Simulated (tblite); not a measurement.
# CH5NOSi: the cost of one run

Programs: tblite 0.8.0 and PySCF 2.14.0. All values are calculated, for the isolated system unless a continuum is named. Atoms count from 0, parts from 1.

## 1. Starting point

9 atoms, charge 0, multiplicity 1; geometry: rigid parts in contact. Parts: 1 = atoms 0–5, `N#C[SiH3]`, charge 0; 2 = atoms 6–8, `O`, charge 0.

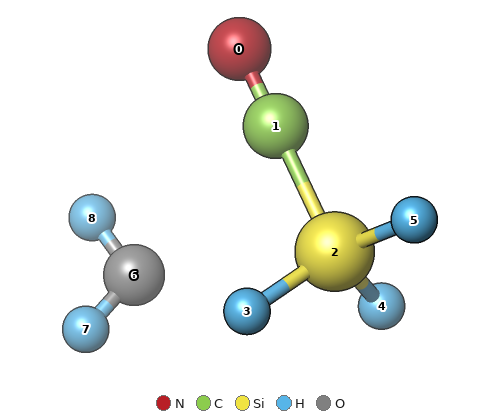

The starting geometry (nitrogen red, carbon green, silicon yellow, hydrogen blue, oxygen grey), atoms numbered.

## 2. Docking the parts with GFN2-xTB

Job settings and geometry (Å):

```
{"job": {"kind": "dock", "xc": "GFN2-xTB", "basis": "xTB"}, "charge": 0, "multiplicity": 1, "parts": [{"atoms": "0-5", "charge": 0, "multiplicity": 1}, {"atoms": "6-8", "charge": 0, "multiplicity": 1}]}
N     -1.997863    -0.213434     1.318810
C     -1.045672    -0.111398     0.690299
Si     0.506026     0.053931    -0.333993
H      0.810707    -1.285356    -0.833674
H      0.188847     0.992761    -1.408207
H      1.537955     0.563496     0.566765
O     -1.837601    -1.465532    -1.632047
H     -1.580647    -2.221536    -2.163342
H     -2.665245    -1.689110    -1.201679
```

With the program's defaults for keys left out, this is: GFN2-xTB search for minima from random contacts, gas phase.

Command:

```bash
$ OMP_NUM_THREADS=1 python cluster_run.py task.json out
```

This one command runs all jobs of the session in turn.

**Question.** How long does this first job take on 1 thread of Intel Xeon 6975P-C, shared host?

About 4.8 s.
